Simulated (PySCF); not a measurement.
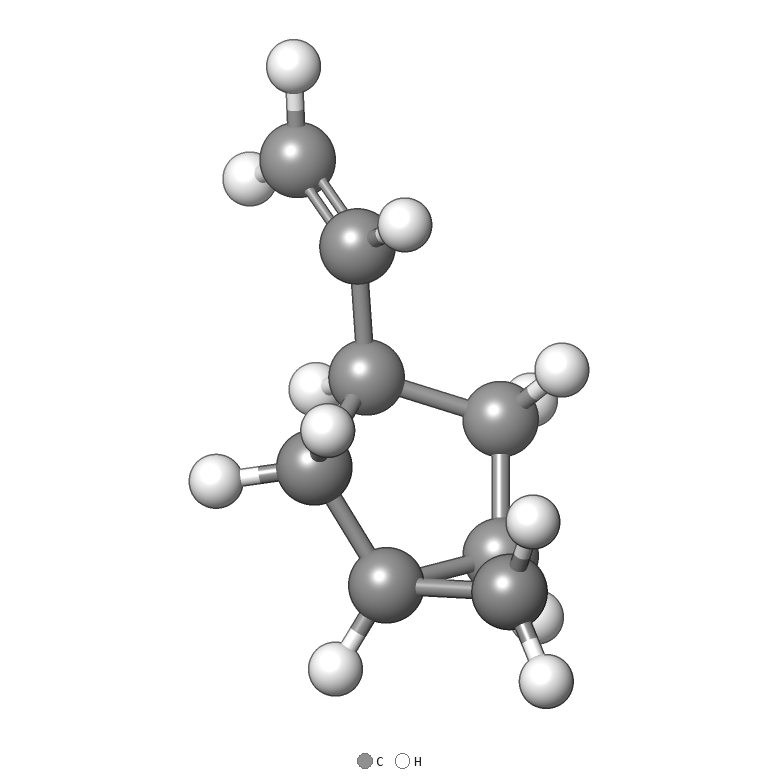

A ball-and-stick model of a molecule. Multiple sticks mark multiple bonds (one Kekulé form).

The computed structure is the end point of a GFN2-xTB optimisation. No frequency run is at hand to confirm it as a minimum.

What does the picture show?

It has 20 atoms: 8 carbon and 12 hydrogen (C₈H₁₂). SMILES: `C=C[C@H]1C[C@H]2C[C@H]2C1`. Independent rings (smallest set): 1 of 3 members, 1 of 5 members. Among its groups: alkene. This geometry has Cs symmetry. Coordination, clear cases only: 2 C trigonal planar; 3 C tetrahedral.

The parts below concern this one geometry. Atoms keep their numbers from picture to picture.

Shape

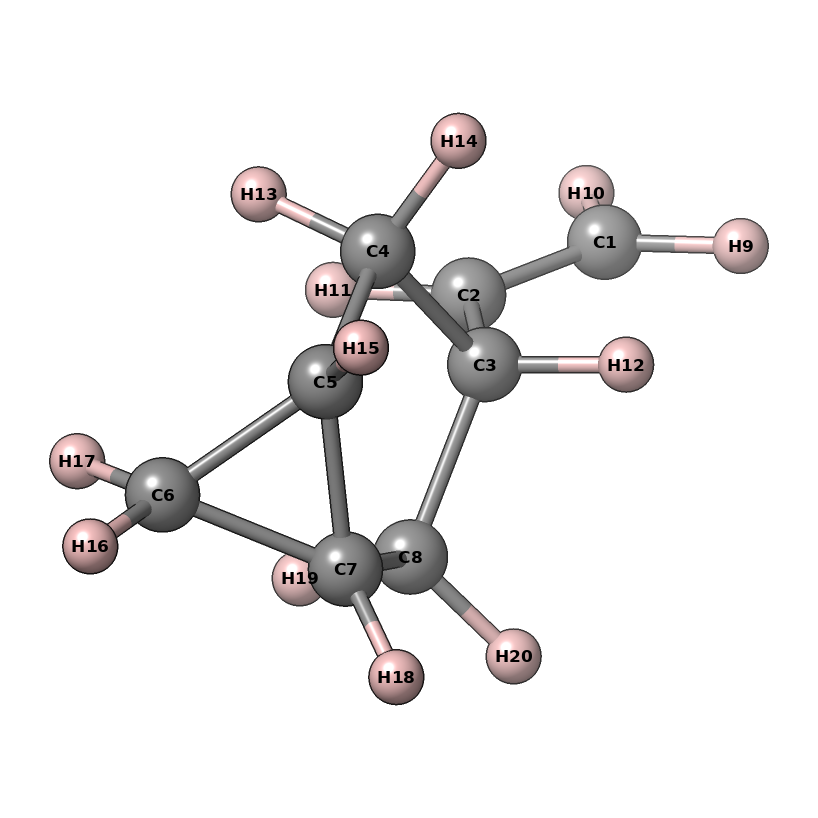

C8 lies behind C7. The molecule seen a little off the C7–C8 bond, C7 in front. Atoms fade into the background with distance from the viewer. No frequency run is at hand to confirm it as a minimum.

What is the torsion angle C5–C7–C8–C3? The sign is positive where the front bond must turn clockwise to cover the back bond.

18°, synperiplanar. The bonds about C7–C8 are eclipsed.

Dipole moment

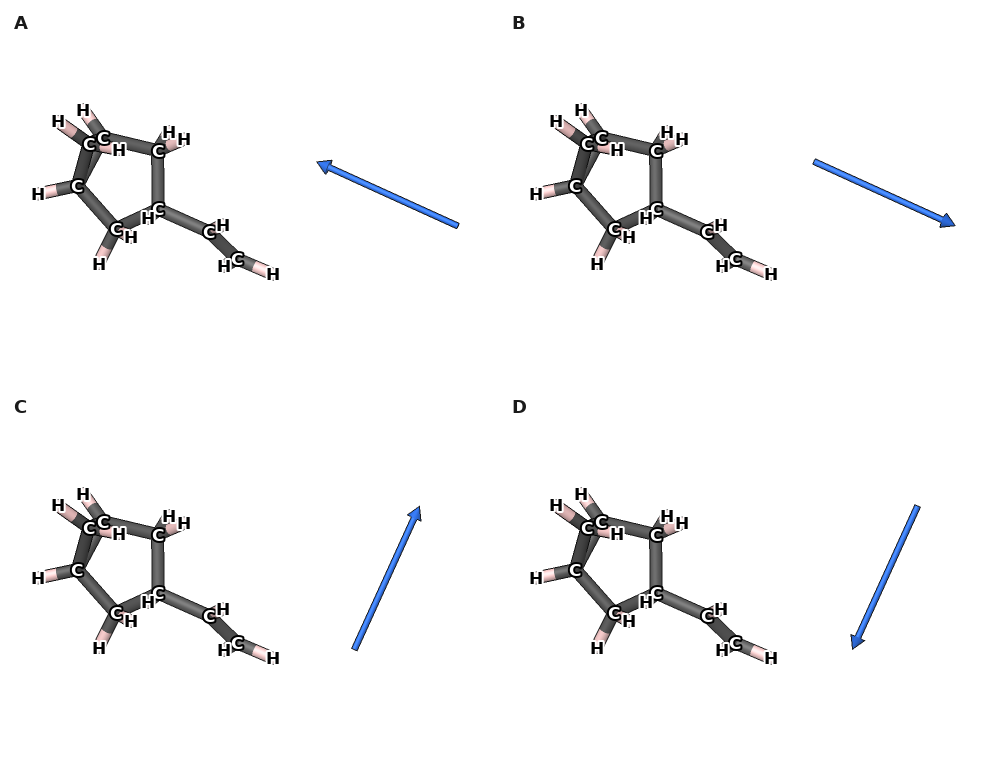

The same molecule four times, each with an arrow. No frequency run is at hand to confirm it as a minimum. Properties computed with PBE0/def2-SVPD, gas phase (PySCF 2.14.0).

Which arrow points along the dipole moment, from the negative to the positive end?

A. The dipole moment is 0.48 D.

Electronic properties

No frequency run is at hand to confirm it as a minimum. Properties computed with PBE0/def2-SVPD, gas phase (PySCF 2.14.0). Excitations: vertical, linear response.

What is the LUMO energy (Kohn–Sham orbital)?

0.45 eV.

Estimate the mean static polarisability.

89.3 bohr³.

Estimate the lowest vertical singlet excitation.

7.08 eV.

What is the HOMO energy (Kohn–Sham orbital)?

−7.34 eV.

NMR shielding

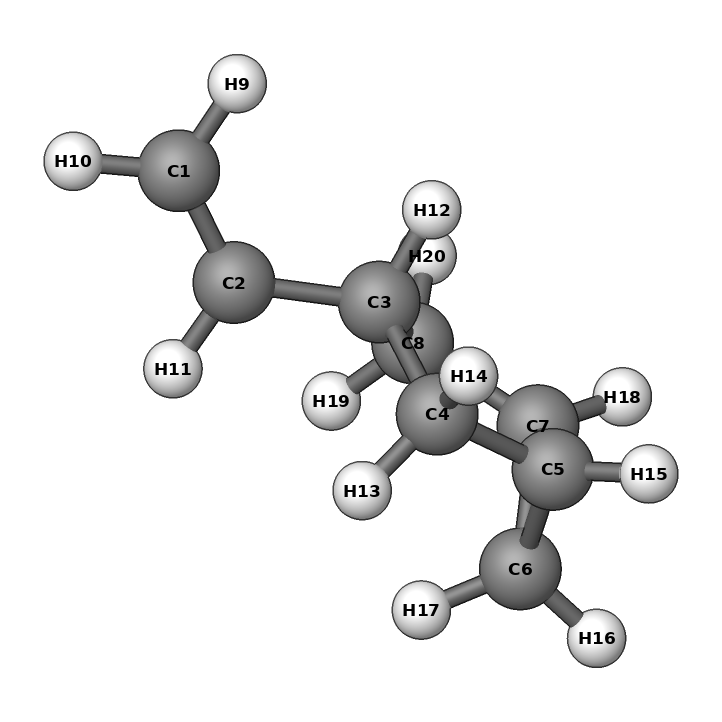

No frequency run is at hand to confirm it as a minimum. Method: GIAO PBE0/pcSseg-1 NMR shielding, non-relativistic, gas phase (PySCF 2.14.0). Principal shieldings σ11 ≤ σ22 ≤ σ33, span Ω = σ33 − σ11, skew κ = 3(σiso − σ22)/Ω.

Which C atom has the most anisotropic shielding?

C2, with a span of 227 ppm.

Give the shielding tensors of the C atoms.

| atom | σ11 | σ22 | σ33 | σiso | Ω | κ |
| --- | --- | --- | --- | --- | --- | --- |
| C1 | −43.0 | 88.5 | 157.3 | 67.6 | 200.3 | −0.31 |
| C2 | −87.4 | 50.2 | 139.8 | 34.2 | 227.1 | −0.21 |
| C3 | 85.0 | 131.9 | 163.5 | 126.8 | 78.5 | −0.19 |
| C4, C8 | 118.1 | 142.3 | 172.3 | 144.3 | 54.2 | 0.11 |
| C5, C7 | 114.9 | 160.9 | 214.2 | 163.3 | 99.2 | 0.07 |
| C6 | 136.9 | 151.8 | 195.6 | 161.4 | 58.6 | 0.49 |

Shieldings and span in ppm.
